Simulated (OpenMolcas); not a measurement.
# A ladder of methods for CH4OSi (SMILES CO[SiH])

The species is CH4OSi (7 atoms), meant as a singlet with charge 0. SMILES: `CO[SiH]`. Geometry: relaxed at PBE0-D4/def2-TZVP. This is one conformer, not always the lowest.

Quantity: the electronic atomisation energy, in eV. The values are calculated. Electronic energies at fixed atoms, without zero-point motion or spin-orbit coupling.

```csv
level,kind,program,value (eV),CPU time (all runs)
SVWN5/aug-cc-pVDZ,LDA,OpenMolcas,28.45,59 s
BLYP/aug-cc-pVDZ,GGA,OpenMolcas,24.61,78 s
revPBE/aug-cc-pVDZ,GGA,OpenMolcas,24.22,77 s
TPSS/aug-cc-pVDZ,meta-GGA,OpenMolcas,24.99,1.9 min
r2SCAN/aug-cc-pVDZ,meta-GGA,OpenMolcas,24.73,2.2 min
B3LYP/aug-cc-pVDZ,global hybrid,OpenMolcas,24.64,81 s
M06-2X/aug-cc-pVDZ,hybrid meta-GGA,OpenMolcas,24.90,1.7 min
PBE0/aug-cc-pVDZ,global hybrid,OpenMolcas,24.56,72 s
```

The values span 24.22 to 28.45 eV. CPU times are rough (shared hosts, several kinds of processor and program).

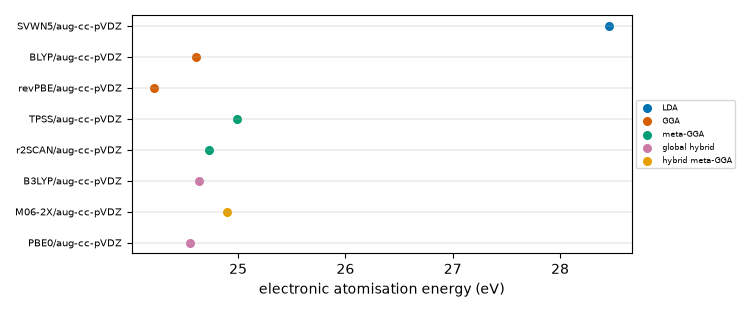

The values of the table, level by level.
